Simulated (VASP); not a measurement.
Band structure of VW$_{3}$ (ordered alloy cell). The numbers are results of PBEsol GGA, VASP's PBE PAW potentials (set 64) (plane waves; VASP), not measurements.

Unless said otherwise, spin-orbit coupling is left out, though it shifts the bands of the heavy elements here.

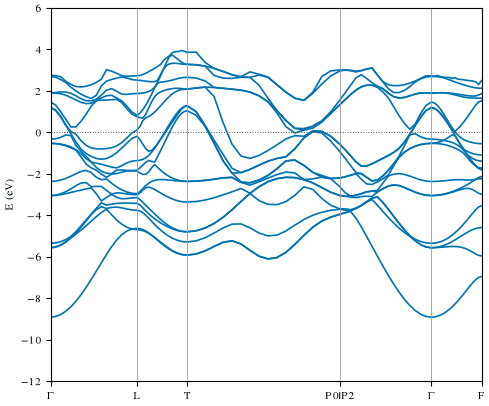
*Bands along high-symmetry lines, zero at the valence-band maximum or, without a gap, the Fermi level*

**Question.** Read the plot: is there a gap, and where are the band edges?

**Answer.** It has no gap at this level: it comes out as a metal or semimetal. (Edges off the drawn lines would not show.)

The structure was generated: VW3 was put into an ordered model structure (R-3m), which need not be its known phase. It was relaxed first. The run is not spin-polarised, so no magnetic state was tried. The electron count is odd and the run is not spin-polarised, which forces a metal.
